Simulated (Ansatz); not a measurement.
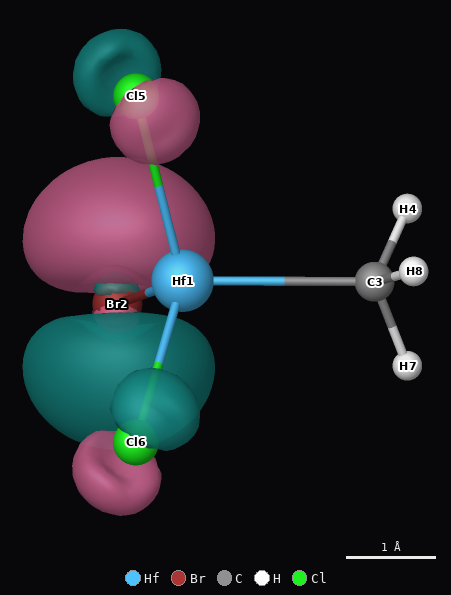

Figure 1: CH$_{3}$BrCl$_{2}$Hf. The HOMO−1 at ±0.15 Å⁻³ᐟ² (teal and pink are the two phases), seen from one side.

Core potentials replace the inner electrons of Hf.

These are results of RKS r2SCANh-D4/def2-SVP in Ansatz 0.2.0, not measurements.

```xyz
8

Hf   -0.7108    0.3255    0.6387
Br   -2.7192   -1.0077    0.0042
C     0.8412   -0.3500   -0.7174
H     0.5524   -0.1711   -1.7673
Cl   -0.9083    2.6172    0.1952
Cl    0.1276   -0.1674    2.7699
H     1.0286   -1.4305   -0.5947
H     1.7883    0.1840   -0.5284
```

**What is the character of this orbital?**

It lies mainly on Br2 (about 75 %), Cl5 (about 10 %) and Cl6 (about 10 %); largely a lone pair of Br2. Its energy is −8.56 eV.
